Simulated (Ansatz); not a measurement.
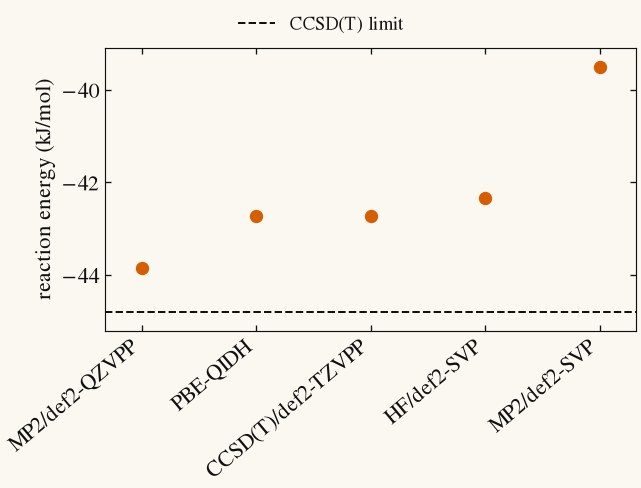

Electronic reaction energy of GaHOBr₂ ([OH][Ga]([Br])[Br]) + SiN₃H₆F (N[Si](N)(N)F) → GaNH₂Br₂ ([NH2][Ga]([Br])[Br]) + SiN₂H₅OF (N[Si](N)(O)F) (SMILES in brackets) at several levels (functionals in def2-TZVPP unless a basis is named), isolated molecules at PBE0-D4 triple-zeta geometries, minima by their frequencies, no zero-point or thermal terms, the Ansatz code. The line is frozen-core CCSD(T) at the basis limit (MP2 extrapolated from triple and quadruple zeta, plus CCSD(T) less MP2 in a smaller set). PBE-QIDH holds a correlation term that converges slowly with the basis, so part of the distance to the limit is basis error. No dispersion term is added to PBE-QIDH. The distance of MP2/def2-QZVPP, CCSD(T)/def2-TZVPP, HF/def2-SVP and MP2/def2-SVP to the limit includes basis error.

> What range do the values span, the line included?

From −44.8 kJ/mol (CCSD(T) limit) to −39.5 kJ/mol (MP2/def2-SVP).

> What do zero-point energy and temperature add?

Zero-point change 1.7 kJ/mol; at 298.15 K and 1 bar the CCSD(T) limit plus thermal terms gives an enthalpy of reaction of −44.1 and a free energy of −40.2 kJ/mol (harmonic PBE0-D4 modes, ideal gas).

Note: no scalar relativity up to krypton; outer-core shells are correlated without core-valence functions, which makes the correlated values less sure.
